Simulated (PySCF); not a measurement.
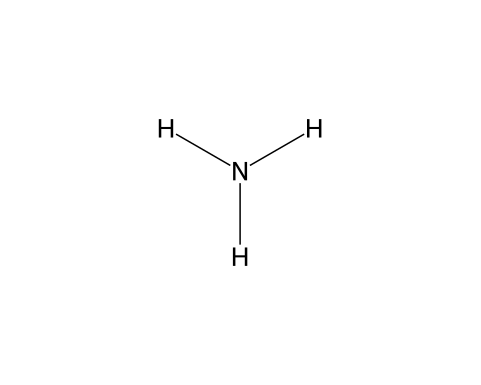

The geometry was computed by an optimisation with GFN2-xTB. No frequency run is at hand to confirm it as a minimum. Program: PySCF 2.14.0.

Tabulate dipole (D) at these levels: B97-2/6-31G-J; B97-2/MINI; B97-2/def2-TZVP; B97-2/pcSseg-2; B97-D/cc-pVDZ; BLYP/def2-QZVP; BLYP/def2-SVPD; HCTH407/cc-pVDZ; OPBE/STO-3G; X3LYP/6-311G**; ωB97X/aug-cc-pVDZ; ωB97X/pcseg-1.

```csv
level,dipole (D)
B97-2/6-31G-J,2.14
B97-2/MINI,2.02
B97-2/def2-TZVP,1.65
B97-2/pcSseg-2,1.57
B97-D/cc-pVDZ,1.51
BLYP/def2-QZVP,1.47
BLYP/def2-SVPD,1.47
HCTH407/cc-pVDZ,1.49
OPBE/STO-3G,1.78
X3LYP/6-311G**,1.65
ωB97X/aug-cc-pVDZ,1.52
ωB97X/pcseg-1,1.75
```
